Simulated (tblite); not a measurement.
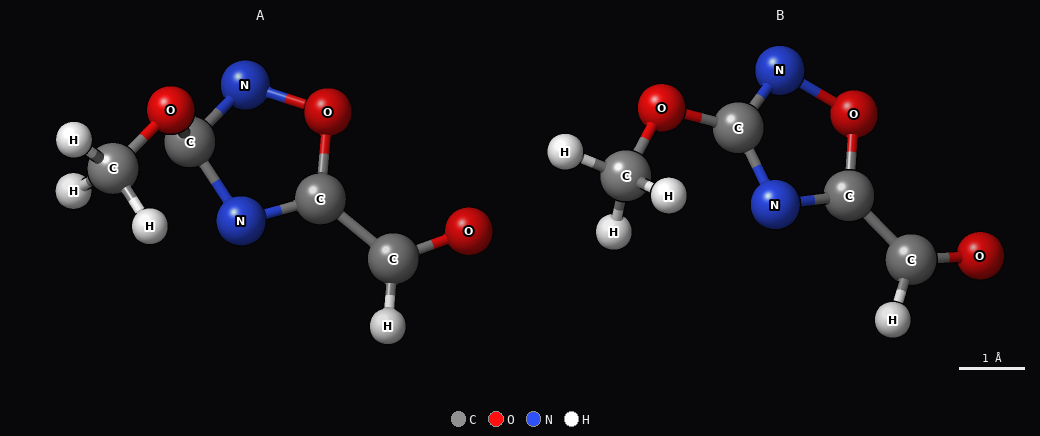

Two geometries of C4H4N2O3 (charge −1, multiplicity 2), drawn at one scale. One is the start of a relaxation, the other its converged end. Style: ball-and-stick. Shown at a tilt.

Level of theory: tblite 0.8.0, GFN2-xTB geometry optimisation, gas phase. 

### Which geometry has the lower energy?

Structure B is the relaxed one. The atom that moves furthest after the best rigid fit is an H atom (0.72 Å). By element the largest moves are H 0.72 Å, O 0.70 Å, C 0.65 Å, N 0.57 Å. Some distances before and after: C–N 1.467 → 1.333 Å, C–N 1.446 → 1.315 Å, C–C 1.465 → 1.397 Å, C–N 1.300 → 1.354 Å. Among the angles between lasting bonds that change: N–C–N 102.8° → 116.7°, C–C–H 123.9° → 111.5°, O–C–N 110.6° → 122.9°. Groups turn about C–O by about 25°. The energy falls by 333.8 kJ/mol in 90 geometry steps.
